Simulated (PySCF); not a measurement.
**Mn2(F)4 (F₄Mn₂, multiplicity 11): what the electrons do**

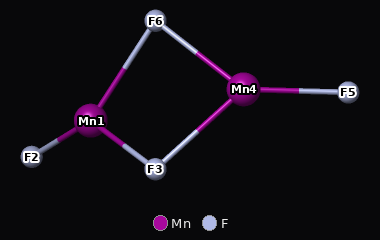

The molecule, with its atoms numbered as below. No frequency check shows the geometry to be a minimum.

Cartesian coordinates (Å):

```
Mn1     -1.4353   -0.0009    0.0904
F2      -2.9737    0.0015   -0.7915
F3      -0.0007   -1.3810    0.5403
Mn4      1.4353    0.0009    0.0904
F5       2.9737   -0.0015   -0.7915
F6       0.0007    1.3810    0.5403
```

### 1. Bonding charge

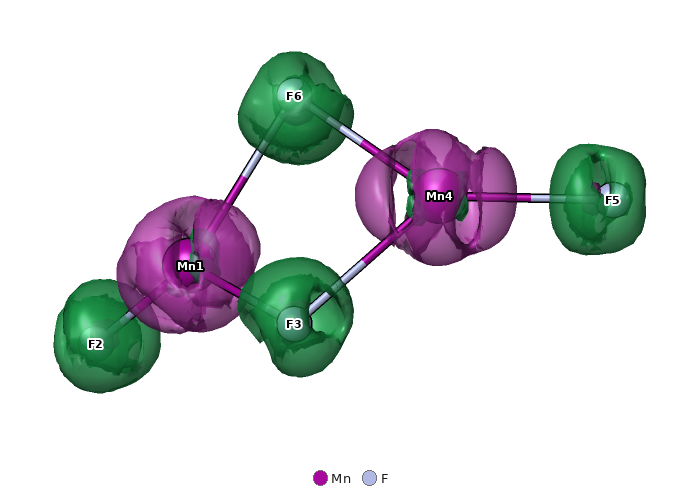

Deformation density (molecule less spherical, spin-averaged free atoms at the same positions), surfaces at ±0.15 e/Å³; green: gain, purple: loss.

Level of theory: PBE/def2-SVPD (PySCF), at a geometry from GFN2-xTB. This is a single-reference result, which may miss multireference character in this system. The stability of the open-shell solution wasn't checked. GFN2-xTB doesn't know the spin state, so this open-shell geometry is rough.

Describe the bonding that the map shows.

Answer. Mn1–F3, Mn4–F6, F3–Mn4 and Mn1–F6: −0.02 e/Å³ at the bond critical point (bond length 2.04 Å). Mn1–F2 and Mn4–F5: −0.04 e/Å³ at the bond critical point (bond length 1.77 Å); up to 0.6 Å beside the axis the gain reaches +0.17 e/Å³. In all, 1.8 electrons gather in the regions of gain relative to the promolecule. A small or negative value marks a very polar bond, one between electron-rich atoms, whose free-atom densities already overlap strongly, a long bond to a heavier atom, or a closed-shell contact such as a hydrogen bond.

### 2. Bond critical points

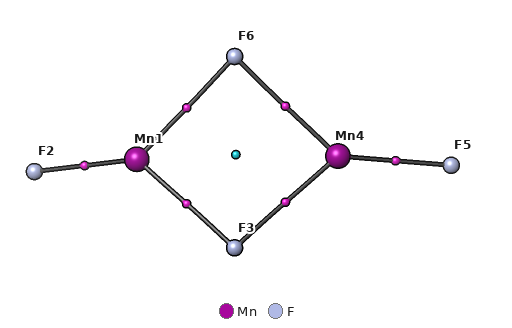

Molecular graph of the electron density (QTAIM): bond paths, bond critical points (magenta), ring points (cyan, if any); weak paths are dashed.

How many critical points of each kind are there, and does the count close?

Answer. 6 nuclei, 6 bond, 1 ring and 0 cage critical points: 6 − 6 + 1 − 0 = 1, as the Poincaré–Hopf relation requires.

Tabulate density, Laplacian, ellipticity and energy density at the bond critical points (atomic units).

Answer.
```
            bond  length (Å)  ρ (a.u.)  ∇²ρ (a.u.)     ε  H (a.u.)
Mn1–F2 (2 alike)       1.773     0.132       +1.00  0.00    −0.008
Mn1–F3 (4 alike)       2.041     0.065       +0.41  0.04    +0.005
```

What kind of interaction is Mn1–F3?

Answer. Closed-shell in type, a strong and largely ionic bond: ρ = 0.065, ∇²ρ = +0.41, H = +0.005 a.u.

### 3. Electrostatic potential

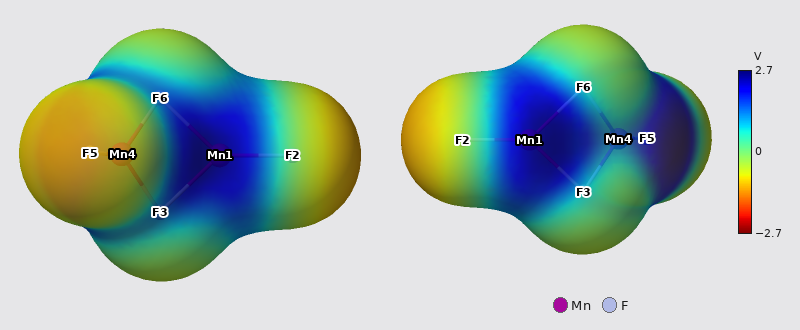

Electrostatic potential on the surface of electron density 0.001 a.u. (back view left, front view right).

Where are the extremes of the potential on the surface?

Answer. Highest: 2.61 V, 1.9 Å from Mn1, and at like points elsewhere. Lowest: −1.19 V, 1.6 Å from F2, and at like points elsewhere. Further minima include −0.48 V, 1.7 Å from F6, and at like points elsewhere. The surface is sampled at points, so like sites can differ by a few per cent and only the strongest of them is named.

What volume does the surface enclose, and what is the dipole moment?

Answer. About 111 Å³; the dipole moment is 2.3 D.

### 4. Spin density

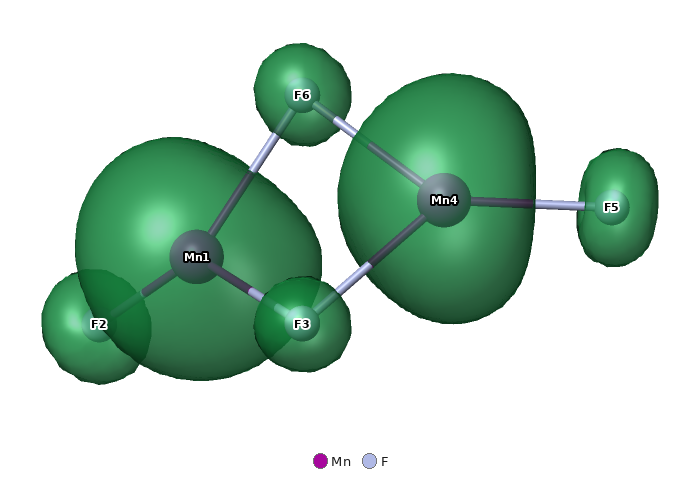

Spin density ρα − ρβ at ±0.05 e/Å³ (green: excess α, purple: excess β).

Where is the unpaired spin?

Answer. Hirshfeld spin populations: Mn1 and Mn4 +4.64, F2 and F5 +0.18 and F3 and F6 +0.17. ⟨S²⟩ = 30.01, against 30.00 for a pure state.

### 5. In an electric field

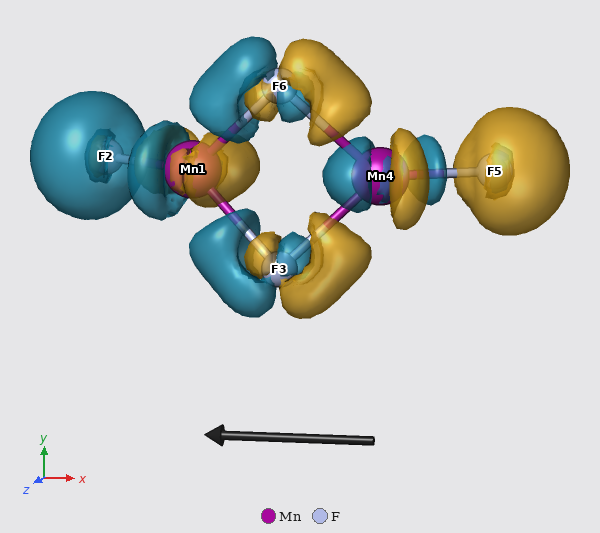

Change of the electron density in a uniform field of 0.10 V/Å along −x (arrow), surfaces at ±0.0006 e/Å³ (yellow: gain, teal: loss).

Computed with PySCF, PBE0/def2-SVP, geometry: GFN2-xTB. This is a single-reference result, which may miss multireference character in this system. A basis without diffuse functions makes polarisabilities too small. The stability of the open-shell solution wasn't checked. GFN2-xTB doesn't know the spin state, so this open-shell geometry is rough.

The field was applied in both directions; the picture shows the one opposite to the script's first.

How large is the response?

Answer. The induced dipole is 0.23 D (along the field); α along this axis, from the fields in both directions, is 44 bohr³ (6.6 Å³).
